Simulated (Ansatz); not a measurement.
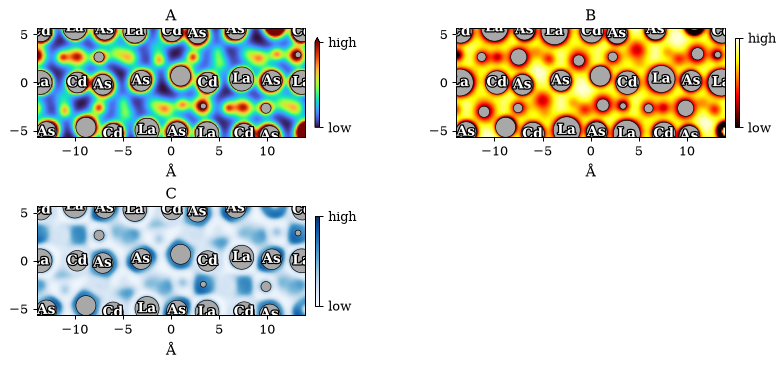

La3Cd2As6: 3 fields on the (111) plane of the conventional cell, with unlabelled colour scales. Grey discs cover the atomic cores.

Space group C2/m.

These are results of DFT PBE, scalar-relativistic, plane waves, PAW (Ansatz 0.2.0), not measurements.

**The panels show electron localisation function, electrostatic potential energy of an electron and valence pseudo-density in some order. Assign them.**

Panel A: valence pseudo-density. Panel B: electrostatic potential energy of an electron (low next to the atoms, rising into the space between them). Panel C: electron localisation function. From the grid: Cd–As (2.67 Å): ρ is about 0.35 e/Å³ halfway; the ELF is about 0.40 at the midpoint and 0.20 at its lowest between the atoms.
